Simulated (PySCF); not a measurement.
System: C7H11N3 (SMILES CCc1nncn1C1CC1).

```xyz
21

C     2.0437   -0.8531    1.4638
C     1.7606   -0.7045   -0.0325
C     1.1221    0.6011   -0.3326
N     1.7359    1.6747   -0.7375
N     0.8305    2.6594   -0.8674
C    -0.3267    2.1770   -0.5414
N    -0.2188    0.8624   -0.1895
C    -1.2533   -0.0202    0.2213
C    -2.5621    0.0019   -0.5099
C    -1.6374   -1.1653   -0.6722
H     1.1221   -0.8199    2.0412
H     2.5351   -1.8034    1.6563
H     2.6931   -0.0496    1.8014
H     1.1132   -1.5179   -0.3682
H     2.6997   -0.7463   -0.5845
H    -1.2490    2.7201   -0.5358
H    -1.2744   -0.1875    1.2944
H    -3.4677   -0.1219    0.0633
H    -2.6605    0.6793   -1.3445
H    -1.1208   -1.2632   -1.6150
H    -1.8942   -2.1062   -0.2111
```

Geometry: GFN2-xTB.

Level of theory: PBE0/pcSseg-1, SCF density, gas phase, non-relativistic in PySCF 2.14.0.

What can the converged electron density and electron localisation function tell about the bonding?

C–N (1.30 Å): ρ at the midpoint is about 2.7 e/Å³; the ELF peaks at about 0.90 between the atoms; localised, covalent bonding.
N–N (1.34 Å): the density is about 2.5 e/Å³ at the midpoint; the ELF peaks at about 0.90 between the atoms, as expected for localised, covalent bonding.
C–C (1.48 Å): the density is about 1.8 e/Å³ at the midpoint; the ELF peaks at about 0.95 between the atoms, as expected for localised, covalent bonding.
C–H (1.07 Å): ρ is about 2.1 e/Å³ halfway; the ELF climbs to about 1 towards the hydrogen, as it does in any bond to H (an ordinary covalent bond to hydrogen).

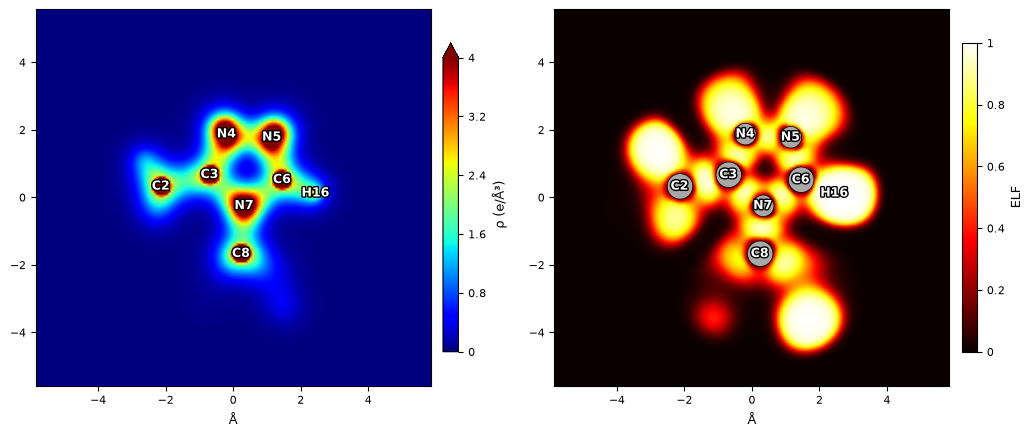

Computed electron density and electron localisation function on the plane of atoms C3, N7 and C8, in this order. Grey discs cover the atomic cores in the ELF map. 
